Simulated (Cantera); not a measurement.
Feed: 1 mol Si3N4, a varied amount of CO2, 50 mol N2, equilibrated at 1377 °C and 0.470 Pa.

These are equilibrium values from Cantera (NASA tables, ideal gas, pure condensed phases), not measurements of a reactor. Candidate condensed phases: C, Si, SiC, SiO2, Si2N2O, Si3N4; 34 gas species. The tables' values for SiN are old estimates; treat these amounts as uncertain. The numbers say what is thermodynamically allowed, not how fast it happens.

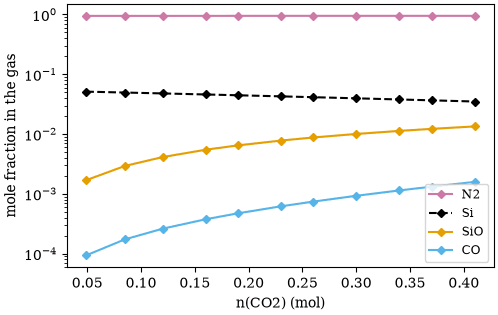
Figure: Equilibrium gas composition (values under 1e-9 drawn at 1e-9)

Problem. Read off the mole fractions at 0.37 mol CO2.

Solution. N2 about 0.95, Si about 0.037, SiO about 0.012, CO about 0.0013.
